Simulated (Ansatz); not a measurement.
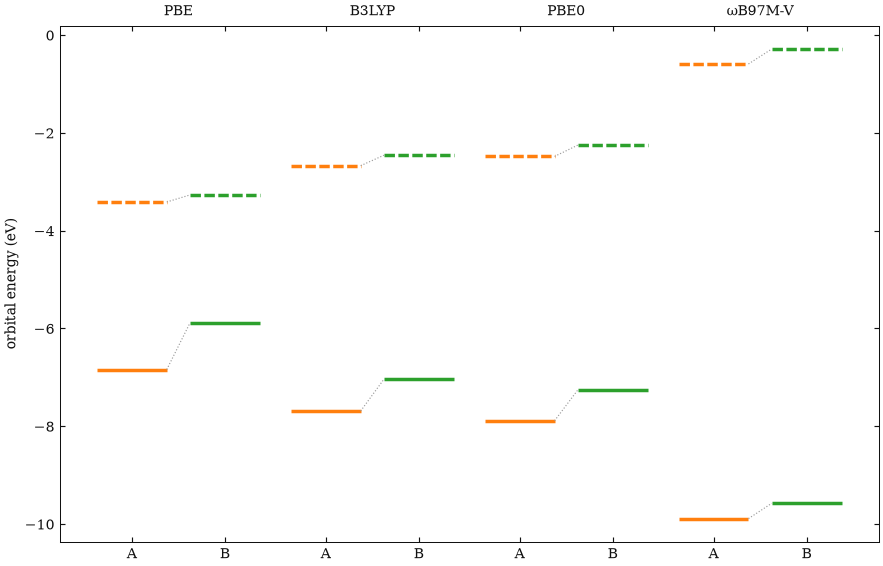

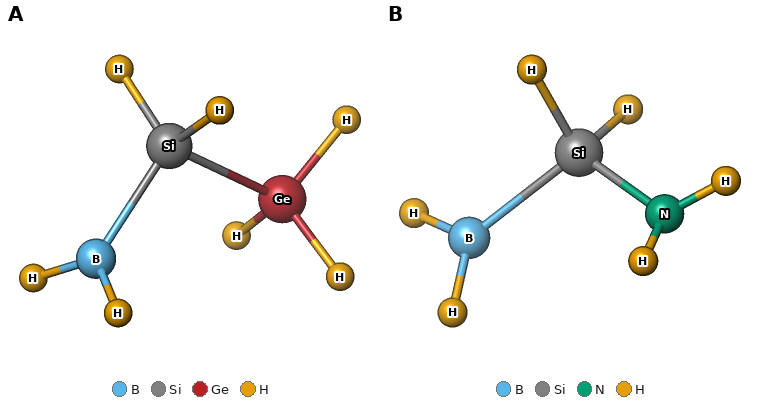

One change: A, BGeSiH₇ (SMILES B[SiH2][GeH3]), becomes B, BSiNH₆ (SMILES B[SiH2]N). GeH₃ on Si is replaced by NH₂. HOMO (solid) and LUMO (dashed) computed in def2-TZVPP at PBE0-D4/def2-TZVP geometries, both minima by their frequencies, gas phase, the Ansatz code.

What does the change do to HOMO and LUMO?

PBE: the HOMO rises by 0.95 eV, the LUMO rises by 0.14 eV, and the separation goes from 3.43 to 2.62 eV. B3LYP: the HOMO rises by 0.65 eV, the LUMO rises by 0.21 eV, and the separation goes from 5.02 to 4.58 eV. PBE0: the HOMO rises by 0.63 eV, the LUMO rises by 0.23 eV, and the separation goes from 5.41 to 5.01 eV. ωB97M-V: the HOMO rises by 0.31 eV, the LUMO rises by 0.31 eV, and the separation goes from 9.30 to 9.29 eV.

Do the functionals agree on the effect?

They agree on the direction for both levels; the HOMO shift lies between 0.31 and 0.95 eV and the LUMO shift between 0.14 and 0.31 eV, while the separations themselves differ by up to 6.7 eV between functionals.
